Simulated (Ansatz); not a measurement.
C (space group P6_3/mmc, No. 194): coordinates from a relaxation with DFT PBE, scalar-relativistic, plane waves, PAW in Ansatz.

```
CELL_PARAMETERS angstrom
2.46651 0.00000 0.00000
-1.23326 2.13606 0.00000
0.00000 0.00000 8.52907
ATOMIC_POSITIONS crystal
C 0.00000 0.00000 0.75000
C 0.00000 0.00000 0.25000
C 0.33333 0.66667 0.75000
C 0.66667 0.33333 0.25000
```

Bonds are taken as C–C below 1.6 Å; no other contact counts. Simplification: prune 0- and 1-connected atoms, fold 2-connected ones into links.

What net does this leave?

The result is a uninodal 3-connected, two-periodic (layers) net: C is a 3-connected node. It is the hcb net, known from graphene. The layers lie parallel to (001).

| node | links | point symbol | coordination sequence |
| --- | --- | --- | --- |
| C | 3 | 6³ | 3 6 9 12 |

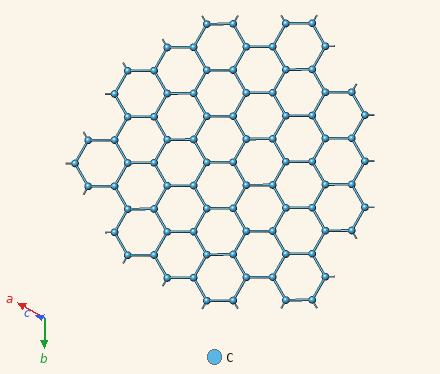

Nodes are coloured by topological kind. One layer is drawn. Edges to nodes outside the piece are drawn as stubs.
